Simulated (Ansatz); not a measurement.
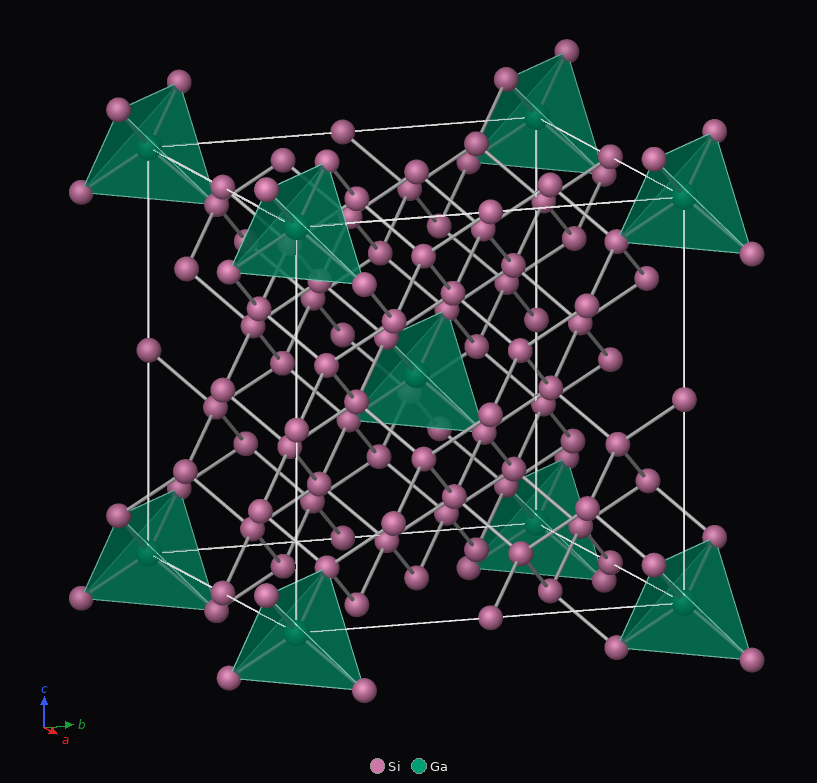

We look at a polyhedral model of the crystal slightly off an axis. The drawn cell (a repeat of the simulation cell) is outlined; an atom on or near a face, edge or corner is repeated at each equivalent position. Some atoms of the next cells are drawn as well. Cell: a = 10.940 Å, b = 10.940 Å, c = 10.940 Å, α = 90.00°, β = 90.00°, γ = 90.00°.

Characterise what is shown.

The stoichiometry is GaSi₃₁. Within 0.01 Å the space group is I-43m (No. 217), body-centred cubic. Counting shared atoms by their share gives 2 Ga, 62 Si, or 64 atoms. The polyhedra are GaSi4 tetrahedra; they share no atoms with one another. The neighbours of Ga are four Si in a tetrahedral arrangement at about 2.4 Å. The bonds build a three-dimensional framework.

It derives from a structure listed in the Materials Project, repeated into a supercell with a point defect put in. The atoms were relaxed in a fixed cell with DFT PBE, scalar-relativistic, plane waves, PAW in Ansatz 0.2.0.
